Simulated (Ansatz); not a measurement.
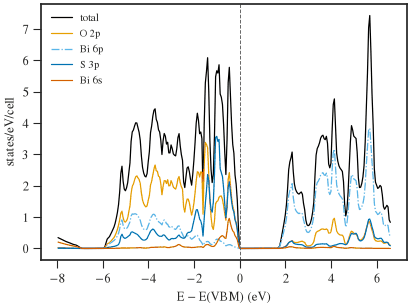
Figure. Total and projected density of states of Bi₂SO₂ in space group P-3m1 (No. 164; Bi on 2d, S on 1b, O on 2d), DFT-PBEsol in the program Ansatz with PAW potentials

Task: Which orbitals carry the states next to the gap?

Result: Top 1 eV of the valence band: S 3p 46 %, O 2p 36 %, Bi 6s 12 %. Bottom 1 eV of the conduction band: Bi 6p 67 %, O 2p 8 %, O 2s 8 %, S 3p 7 %, outside the projected shells 5 %. Projections are on Löwdin-orthogonalised atomic valence shells; empty p or d shells of many metals are not among them.

Task: Where is the tallest occupied peak in this window, and what makes it?

Result: Near -1.4 eV, about 6.1 states/eV per cell; the largest projected share is O 2p.

The start of the workflow was typed in or built on a structure type; neither database checked (COD, Materials Project) lists it. Its standing as an ambient phase is unchecked. Symmetry was held in the PBEsol relaxation; its stability against distortions is not shown here. The volume moved by 33 % from the start of the relaxation. Scalar-relativistic: spin–orbit coupling is off unless named, which matters more the heavier the elements.

Potentials: the earlier of the program's two PAW sets. The files were generated under PBE; for other functionals the program regenerates the frozen cores, and for LDA and PBEsol the local potential too.
